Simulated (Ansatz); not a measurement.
System (SMILES): C (CH4).
Atoms: C1, H2, H3, H4, H5. Bonds: C1-H2, C1-H3, C1-H4, C1-H5.

Basis-set convergence of the lowest harmonic wavenumber at PBE with Ansatz (a quantum-chemistry and plane-wave program). Each level at its own minimum, finite differences of forces, unscaled; the reference is a large set that could be run, not a limit. Cartesian d functions, on some or all atoms, in 6-31G*; all else is spherical. The program fits the integrals of some runs and decomposes those of others, by size. Core-valence sets carry the plain set on hydrogen. No added dispersion term, no relativity. Reference: the value in aug-pcseg-2, 1284 cm⁻¹, itself unsure by roughly 1 cm⁻¹ (its mean distance from aug-cc-pVTZ, def2-TZVPPD). Deviations are taken from unrounded values.

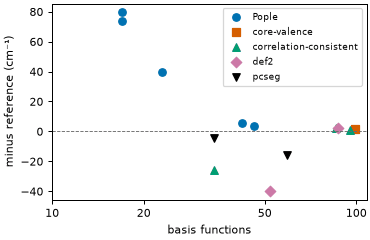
*Deviation from the reference against the number of basis functions, by family of sets.*

| basis | functions | lowest harmonic wavenumber (cm⁻¹) | minus reference (cm⁻¹) |
|---|---|---|---|
| 3-21G | 17 | 1363 | 79 |
| 6-31G | 17 | 1357 | 74 |
| 6-31G* | 23 | 1323 | 39 |
| cc-pVDZ | 34 | 1258 | -25 |
| pcseg-1 | 34 | 1279 | -4 |
| 6-311G** | 42 | 1289 | 5 |
| 6-311+G** | 46 | 1287 | 4 |
| def2-SVPD | 52 | 1244 | -40 |
| aug-pcseg-1 | 59 | 1268 | -16 |
| cc-pVTZ | 86 | 1286 | 3 |
| def2-TZVPP | 87 | 1286 | 3 |
| jun-cc-pV(T+d)Z | 95 | 1285 | 1 |
| cc-pCVTZ | 99 | 1285 | 2 |
